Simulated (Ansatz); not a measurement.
# Run report: GaH3Cl2, nudged elastic band

System: GaH3Cl2.
Method: RKS PBE-D4/def2-SVP (Ansatz 0.2.0).

The run did not end well. One setting was made poor on purpose. It belongs to a series of runs on one base structure; here: band between the two ends.

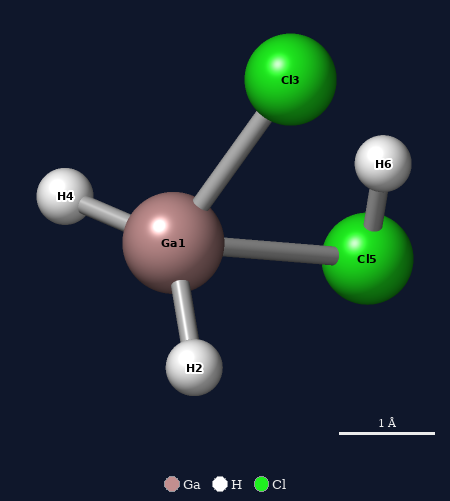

The structure as given in the input (ball-and-stick view, seen at a tilt; atoms are numbered from 1 in the order of the input). Sticks mark near contacts. Bond lengths as drawn: Cl–Ga 2.26 to 2.67 Å, Cl–H 1.35 Å and Ga–H 1.57 Å.

Input file:
```yaml
crystal:
  periodic: [false, false, false]
  atoms:
    - { symbol: Ga, position_ang: [-0.208251, 0.153807, 0.214895] }
    - { symbol: H, position_ang: [-0.307274, 1.134303, 1.43169] }
    - { symbol: Cl, position_ang: [1.936387, -0.33303, -0.310817] }
    - { symbol: H, position_ang: [-1.196511, -0.228129, -0.938127] }
    - { symbol: Cl, position_ang: [-0.02092, -2.185411, 1.498215] }
    - { symbol: H, position_ang: [1.129469, -1.853638, 0.878144] }
basis:
  gaussian: { orbitals: def2-SVP }
hamiltonian:
  xc: pbe
  dispersion: d4
neb:
  order_check: false
  images: 5
  f_tol: 0.05
  max_iterations: 10
  final_atoms:
    - { symbol: Ga, position_ang: [0.10136646, -0.88550166, -0.30033773] }
    - { symbol: H, position_ang: [0.25764387, 0.68647875, 1.81042989] }
    - { symbol: Cl, position_ang: [2.06759432, -0.24464448, -0.91258134] }
    - { symbol: H, position_ang: [-1.18941011, -0.11701524, -0.71668196] }
    - { symbol: Cl, position_ang: [0.03428244, -2.75534017, 0.77823901] }
    - { symbol: H, position_ang: [0.06142302, 0.00392479, 2.11493212] }
  initial_path:
    images:
      - { positions_ang: [[-0.208251, 0.153807, 0.214895], [-0.307274, 1.134303, 1.43169], [1.936387, -0.33303, -0.310817], [-1.196511, -0.228129, -0.938127], [-0.02092, -2.185411, 1.498215], [1.129469, -1.853638, 0.878144]] }
      - { positions_ang: [[-0.11041192, 0.08003525, 0.1104877], [-0.23295938, 0.83528862, 1.55103619], [1.99443444, -0.34449526, -0.54285896], [-1.19619193, -0.18758904, -0.96053931], [0.10685537, -2.22027034, 1.36539962], [0.77117342, -1.47506723, 1.25047476]] }
      - { positions_ang: [[-0.01257284, 0.0062635, 0.0060804], [-0.15864476, 0.53627425, 1.67038238], [2.05248187, -0.35596052, -0.77490092], [-1.19587285, -0.14704908, -0.98295162], [0.23463075, -2.25512968, 1.23258423], [0.41287783, -1.09649646, 1.62280552]] }
      - { positions_ang: [[0.08526624, -0.06750825, -0.09832689], [-0.08433015, 0.23725987, 1.78972858], [2.11052931, -0.36742578, -1.00694289], [-1.19555378, -0.10650912, -1.00536392], [0.36240612, -2.28998903, 1.09976885], [0.05458225, -0.71792568, 1.99513628]] }
      - { positions_ang: [[0.09063298, -0.34017272, -0.16566384], [0.02966119, 0.3869995, 1.79662901], [2.09621765, -0.32649868, -0.97548904], [-1.19350589, -0.11001116, -0.9091366], [0.25303156, -2.44510607, 0.99259223], [0.0568625, -0.47730886, 2.03506823]] }
      - { positions_ang: [[0.09599972, -0.61283719, -0.23300079], [0.14365253, 0.53673913, 1.80352945], [2.08190598, -0.28557158, -0.94403519], [-1.191458, -0.1135132, -0.81290928], [0.143657, -2.60022312, 0.88541562], [0.05914276, -0.23669203, 2.07500018]] }
      - { positions_ang: [[0.10136646, -0.88550166, -0.30033773], [0.25764387, 0.68647875, 1.81042989], [2.06759432, -0.24464448, -0.91258134], [-1.18941011, -0.11701524, -0.71668196], [0.03428244, -2.75534017, 0.77823901], [0.06142302, 0.00392479, 2.11493212]] }
```

Launch command:
```bash
ansatz run input.yaml --threads 1 --pin off --max-ram 2048MiB --backend cpu --events-out ev --progress --plain --runs-dir out
```

Output:
```
Engine: ansatz 0.2.0, aarch64-unknown-linux-gnu
Functional definition: PBE
  parameter kappa = 0.804
  parameter beta = 0.06672455060314922
  exchange = pbe_x(kappa = kappa, mu = beta*pi^2/3)
  correlation = pbe_c(beta = beta)
919 factors; their error is unknown
mean field evaluation 1: about -77439.1161 eV, gradient 3.2e1 eV
mean field evaluation 2: about -77438.0893 eV, gradient 4.5e1 eV
mean field evaluation 4: about -77440.6228 eV, gradient 1.2e0 eV
mean field evaluation 8: about -77440.5810 eV, gradient 2.4e-2 eV
mean field -77440.58099106 eV, -2845.8888603105 hartree, gradient 5.5e-5 eV, S^2 0.000000; 0 other end points of the search recorded, 0 dependent functions left out
the calculation of the forces begins
reference -77440.58102645 eV, -2845.8888616108 hartree; 34, 34 occupied and 49, 49 virtual orbitals, 919 factors
919 factors; their error is unknown
mean field evaluation 16: about -77437.1118 eV, gradient 5.3e1 eV
mean field -77441.23078804 eV, -2845.9127399088 hartree, gradient 5.2e-6 eV, S^2 0.000000; 0 other end points of the search recorded, 0 dependent functions left out
[... from here on the field's lines of each further geometry are left out, up to the last ...]
NEB iter   1: max|band force component| = 1.631e1 eV/Å  barrier→ = 2.9158 eV  barrier← = 3.5571 eV  Δτ_max = 0.2000 Å  (166 SCF iters)
NEB iter   2: max|band force component| = 4.972e0 eV/Å  barrier→ = 0.6499 eV  barrier← = 1.2911 eV  Δτ_max = 0.2000 Å  (146 SCF iters)
NEB iter   3: max|band force component| = 2.508e0 eV/Å  barrier→ = 0.5383 eV  barrier← = 1.1795 eV  Δτ_max = 0.2000 Å  (137 SCF iters)
NEB iter   4: max|band force component| = 3.066e0 eV/Å  barrier→ = 0.7811 eV  barrier← = 1.4223 eV  Δτ_max = 0.0991 Å  (139 SCF iters)
NEB iter   5: max|band force component| = 4.318e-1 eV/Å  barrier→ = 0.3256 eV  barrier← = 0.9669 eV  CI = image 3  Δτ_max = 0.1994 Å  (130 SCF iters)
NEB iter   6: max|band force component| = 4.542e-1 eV/Å  barrier→ = 0.3687 eV  barrier← = 1.0099 eV  CI = image 3  Δτ_max = 0.1006 Å  (133 SCF iters)
NEB iter   7: max|band force component| = 2.814e-1 eV/Å  barrier→ = 0.4073 eV  barrier← = 1.0486 eV  CI = image 3  Δτ_max = 0.0504 Å  (125 SCF iters)
NEB iter   8: max|band force component| = 2.622e-1 eV/Å  barrier→ = 0.4168 eV  barrier← = 1.0581 eV  CI = image 3  Δτ_max = 0.0993 Å  (126 SCF iters)
NEB iter   9: max|band force component| = 2.125e-1 eV/Å  barrier→ = 0.4310 eV  barrier← = 1.0723 eV  CI = image 3  Δτ_max = 0.0993 Å  (124 SCF iters)
the calculation of the forces begins
reference -77440.72101567 eV, -2845.8940061199 hartree; 34, 34 occupied and 49, 49 virtual orbitals, 919 factors
these checks for a lower state are left out or cut short: starts, cluster_reference, orbital_swaps, neighbouring_geometries, increment
919 factors; their error is unknown
mean field -77441.16214231 eV, -2845.9102172250 hartree, gradient 1.1e-5 eV, S^2 0.000000; 0 other end points of the search recorded, 0 dependent functions left out
the calculation of the forces begins
reference -77441.16217748 eV, -2845.9102185173 hartree; 34, 34 occupied and 49, 49 virtual orbitals, 919 factors
NEB iter  10: max|band force component| = 9.654e-2 eV/Å  barrier→ = 0.4248 eV  barrier← = 1.0660 eV  CI = image 3  Δτ_max = 0.1297 Å  (127 SCF iters)
```

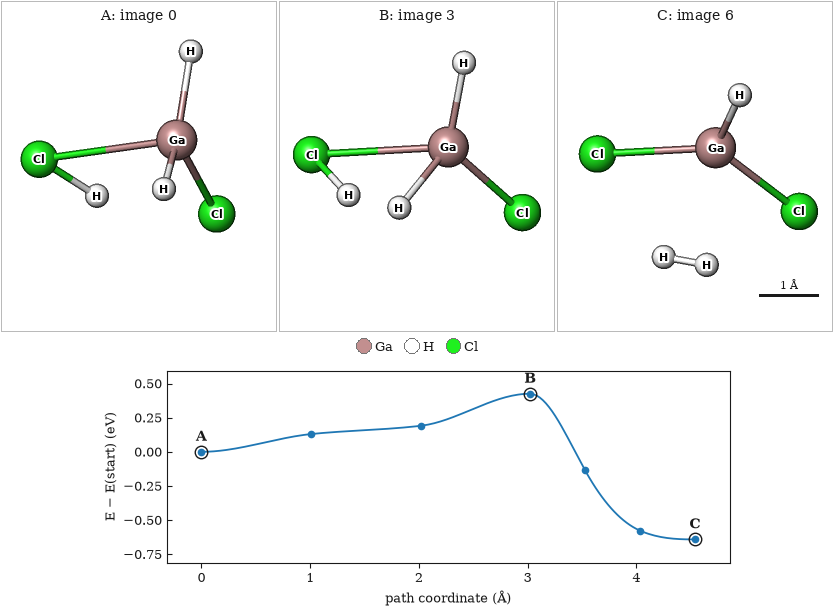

Images of the last band (counted from 0; ball-and-stick, seen at a tilt) above the energy along the path; the line is a cubic interpolation that uses the forces. The highest image is number 3, 0.425 eV above the start and 1.066 eV above the end (the climbing image); the end lies 0.641 eV below the start. The path is 4.54 Å long. The band had not converged after 10 iterations.

```
Unfinished report: {"positions_ang":[[0.1271508635537656,-0.24145499878854743,-0.07757665673854619],[0.10193716644742254,0.2771389720434794,1.5480240155811718],[2.103202795219985,-0.010728877734826262,-0.9102502549053658],[-1.208105931688102,-0.1524077536819119,-0.876286540758027],[0.094353070222204,-2.3247021360021796,1.3322938628711345],[0.11436202624472465,-0.8599431958360141,1.7577955839496329]],"unchecked":["starts","cluster_reference","orbital_swaps","neighbouring_geometries","increment"],"mean_field":{"relativity":"none","state":{"energy":{"ev":-77440.16070667993,"hartree":-2845.873415144279},"converged":true,"gradient_ev":6.694333018763e-6,"stability":{"kind":"minimum","curvature_ev":80.39845627712532},"curvature_floor_ev":0.00030000000000000003,"spin_squared":-2.842170943040401e-14},"others":[],"fillings":{"estimated":0,"unestimated":0,"tried":0,"untried":0,"excluded_magnetic_sites":0},"n_dropped_functions":0,"n_trapped_functions":0,"passes":{"evaluations":4,"products":24},"factors":{"origin":"density fitting in generated functions","count":919,"bound_ev":null},"gradient_stop_ev":0.00009,"reference_kind":"stationary","functional":{"name":"PBE","citations":["Perdew, Burke & Ernzerhof, Phys. Rev. Lett. 77, 3865 (1996) doi:10.1103/PhysRevLett.77.3865"],"text":"name \"PBE\"\ncite \"Perdew, Burke & Ernzerhof, Phys. Rev. Lett. 77, 3865 (1996) doi:10.1103/PhysRevLett.77.3865\"\nparent pbe\nparameter kappa = 0.804\nparameter beta = 0.06672455060314922\nexchange = pbe_x(kappa = kappa, mu = beta*pi^2/3)\ncorrelation = pbe_c(beta = beta)\n","parameters":{"beta":{"value":0.06672455060314922,"default":0.06672455060314922},"kappa":{"value":0.804,"default":0.804}},"final_grid":{"core_spheres":13.0,"valence_spheres":11.0,"degree":36.0},"final_grid_parameter_source":"default","radial_points_factor":1.0,"radial_grid_error_ev":3.125828648923977e-7,"grid_sensitivity":"normal","grid_sensitivity_ratio":0.001870803151768979},"unsmoothed_excess_ev":-0.00003573421829100302,"symmetry":{"irreps":["A"],"axes":[[0.999852428325191,-0.011684511291677392,-0.01259340176813874],[0.011472931531104975,0.9997939816741098,-0.016744134803335285],[0.012786454328768147,0.016597180607089573,0.9997804959997939]],"occupied":[{"A":34},{"A":34}]},"density_repulsion":{"missed_ev":0.00006964197900980166,"excess_ev":0.00006964197900980166,"most_excess_ev":0.0008839999999999999,"are_drawn_again":false,"n_first_factors":919,"energy_change_ev":0.0,"n_dropped_ends":0},"direct_passes":"host"},"factors":{"origin":"density fitting in generated functions","count":919,"bound_ev":null},"n_frozen":0,"n_occupied":[34,34],"n_virtual":[49,49],"reference":{"ev":-77440.16070667993,"hartree":-2845.873415144279},"dispersion":{"energy":{"ev":-0.1414162629128362,"hartree":-0.005196951806660948},"switches_in_reach":[]},"total":{"ev":-77440.30212294284,"hartree":-2845.878612096086},"forces_ev_per_angstrom":[[-0.06844435816559472,-0.009813173226008833,0.04950377129206324],[0.03978033949377987,-0.059123748758137994,-0.03602876772741293],[0.011649094682218978,-0.006552508769163269,0.007101118952473113],[0.024723106263059257,-0.009295060178366695,0.0030133650183879544],[0.021984416525274334,0.08921027796734343,-0.024992774610630222],[-0.029692598778903997,-0.004425787046714737,0.001403287073658288]],"charge_distribution":{"dipole_moment_e_ang":[-0.2852526611871802,0.14441954328650272,0.13066254313978945],"mulliken_charges_e":[0.338126140308578,-0.10575819920532004,-0.193685922796746,-0.047783957375637565,-0.176739699197352,0.18584163826644506],"lowdin_charges_e":[-0.4540082118770421,0.00014416478614254213,0.24816060566441678,-0.043678541067537324,0.1743543499912974,0.0750276325026884]},"n_threads":1,"memory_gib":1.7045454550534487,"seconds":{"hamiltonian":2.246165197,"orbitals":0.0,"second_order":0.0,"solver_start":0.0,"cycles":0.0,"cycle":0.0,"perturbative":0.0,"full_ci_increment":0.0,"forces":0.0}}
this run last wrote the band of iteration 10 to [file]
Error: NEB band did not converge after 10 iterations: max|band force component| = 9.65e-2 eV/Å (threshold 5.0e-2); raise `neb.max_iterations` in a new run, which can start from the last band evaluated (`neb.initial_path`, with `crystal.atoms` and `neb.final_atoms` set to its first and last images), add images, or start from endpoints closer to local minima. Where this run's directory can be resumed (`checkpoint.write`), a resume goes on for up to `neb.max_iterations` more; to start a new run from the last band, take its images' positions from the `neb_iteration` event of iteration 10 (`data.images[].positions_ang`), in the event stream of the run that computed that iteration (not this run's, if it was resumed behind it). With `checkpoint.write`, `steps/00-neb/state/checkpoint.json` in the run directory holds the last saved band, under `neb.evaluated.images[].positions_ang` (a band under a hybrid functional on support functions is neither saved nor resumed: `neb.initial_path` says where its path is): check the last entry of `neb.iterations` there, which is earlier than 10 if that iteration was not saved or its write failed. If the band's step has no `state` directory and holds `state.next`, a write was cut short, and the file is under `state.next` instead (behind a loss of power it can be under `state.prev`)
this run wrote the band of iteration 10 to [file] as well, whether or not its events were kept: a new run's `neb.initial_path` can list its `images[].positions_ang`
a run's events are kept only if it was started with --events-out <file>, and are in that file
```

The last band as extended XYZ (Å, eV, eV/Å):
```
6
Properties=species:S:1:pos:R:3:forces:R:3 image=0 energy=-77440.72685
Ga   -0.2083    0.1538    0.2149   -0.0032   0.0039  -0.0016
H    -0.3073    1.1343    1.4317    0.0001  -0.0018  -0.0040
Cl    1.9364   -0.3330   -0.3108    0.0026   0.0023   0.0002
H    -1.1965   -0.2281   -0.9381    0.0024  -0.0003   0.0052
Cl   -0.0209   -2.1854    1.4982    0.0013  -0.0013   0.0005
H     1.1295   -1.8536    0.8781   -0.0032  -0.0029  -0.0003
6
Properties=species:S:1:pos:R:3:forces:R:3 image=1 energy=-77440.59668
Ga   -0.1291    0.1775    0.0361   -0.0248   0.0257   0.0133
H    -0.2091    0.9435    1.4062   -0.0130   0.0343  -0.0171
Cl    1.9307   -0.0736   -0.6854    0.0109  -0.0167   0.0352
H    -1.2504   -0.1476   -1.0110    0.0001  -0.0195  -0.0030
Cl   -0.1044   -2.2786    1.3267    0.0067   0.0225   0.0219
H     1.0952   -1.9333    1.7014    0.0200  -0.0463  -0.0503
6
Properties=species:S:1:pos:R:3:forces:R:3 image=2 energy=-77440.53601
Ga    0.0149    0.0743   -0.0655   -0.0307   0.0209   0.0158
H     0.0066    0.6760    1.3955   -0.0108   0.0578  -0.0249
Cl    2.0075    0.0039   -0.9496    0.0235   0.0025  -0.0363
H    -1.1937   -0.1829   -1.0308    0.0143  -0.0083  -0.0035
Cl    0.0642   -2.3760    1.2606    0.0319   0.0794   0.0631
H     0.4334   -1.5074    2.1638   -0.0282  -0.1523  -0.0142
6
Properties=species:S:1:pos:R:3:forces:R:3 image=3 energy=-77440.30209
Ga    0.1272   -0.2415   -0.0776   -0.0684  -0.0098   0.0495
H     0.1019    0.2771    1.5480    0.0398  -0.0591  -0.0360
Cl    2.1032   -0.0107   -0.9103    0.0116  -0.0066   0.0071
H    -1.2081   -0.1524   -0.8763    0.0247  -0.0093   0.0030
Cl    0.0944   -2.3247    1.3323    0.0220   0.0892  -0.0250
H     0.1144   -0.8599    1.7578   -0.0297  -0.0044   0.0014
6
Properties=species:S:1:pos:R:3:forces:R:3 image=4 energy=-77440.86345
Ga    0.1296   -0.5360   -0.1329   -0.0320  -0.8618  -0.1722
H     0.1336    0.3025    1.6511    0.0072   0.0111   0.3327
Cl    2.0932   -0.0693   -0.8992   -0.0443   0.0427   0.1133
H    -1.1951   -0.0840   -0.8228    0.0327   0.1064   0.1401
Cl    0.0565   -2.4063    1.1699    0.0274  -0.2800  -0.5647
H     0.1152   -0.5189    1.8079    0.0090   0.9816   0.1508
6
Properties=species:S:1:pos:R:3:forces:R:3 image=5 energy=-77441.30392
Ga    0.1128   -0.7543   -0.2235   -0.0116  -0.1427  -0.0795
H     0.1663    0.4898    1.7415    0.0054   0.1197   0.0709
Cl    2.0734   -0.1393   -0.8880   -0.0125  -0.0153   0.0273
H    -1.1824   -0.0700   -0.7612    0.0147  -0.0035   0.0438
Cl    0.0472   -2.5760    0.9698    0.0092  -0.1286  -0.1545
H     0.1157   -0.2624    1.9353   -0.0051   0.1705   0.0920
6
Properties=species:S:1:pos:R:3:forces:R:3 image=6 energy=-77441.36812
Ga    0.1014   -0.8855   -0.3003   -0.0080   0.0090  -0.0027
H     0.2576    0.6865    1.8104   -0.0050  -0.0272   0.0120
Cl    2.0676   -0.2446   -0.9126   -0.0005   0.0004   0.0004
H    -1.1894   -0.1170   -0.7167    0.0074  -0.0067   0.0007
Cl    0.0343   -2.7553    0.7782   -0.0005  -0.0026   0.0011
H     0.0614    0.0039    2.1149    0.0066   0.0271  -0.0114
```

Outcome:

```csv
quantity,value
outcome,not converged
"barrier, forward (band not converged)",0.425 eV
"barrier, backward",1.066 eV
hardware,"1 thread of Arm Neoverse V1, 24 GiB of memory available, shared host"
wall time,1.9 min
peak memory,0.12 GiB
```

What went wrong:

The run did not converge: “NEB band did not converge after 10 iterations: max|band force component| = 9.65e-2 eV/Å (threshold 5.0e-2); raise `neb.max_iterations` in a new run, which can start from the last band evaluated (`neb.initial_path`, with `crystal.atoms` and `neb.final_atoms` set to its first and last images), add images, or start from endpoints closer to local minima …” Its last values are not results. A deliberately poor setting: few iterations.
